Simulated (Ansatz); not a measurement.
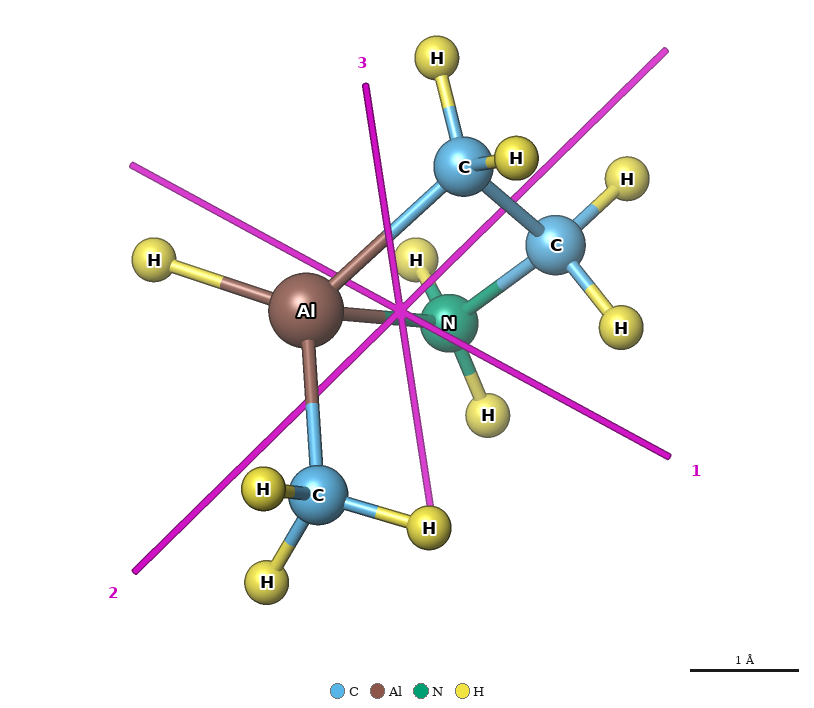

The three principal axes of inertia are drawn and numbered. Atoms fade into the background with distance from the viewer. The computed structure is the end point of a PBE0-D4/def2-TZVP optimisation. No frequency run is at hand to confirm it as a minimum. Masses are those of the most abundant isotopes; constants are for the rigid equilibrium geometry.

Which line is the a axis (least moment of inertia), which b and which c?

Answer. a is line 2, b is line 3, c is line 1; the moments are 86.9, 181, 199 u Å².

Classify the rotor and give the rotational constants (MHz).

Answer. An asymmetric top (C1): A = 5818, B = 2795, C = 2537 MHz. Ray's parameter κ is −0.84, nearer the prolate limit.
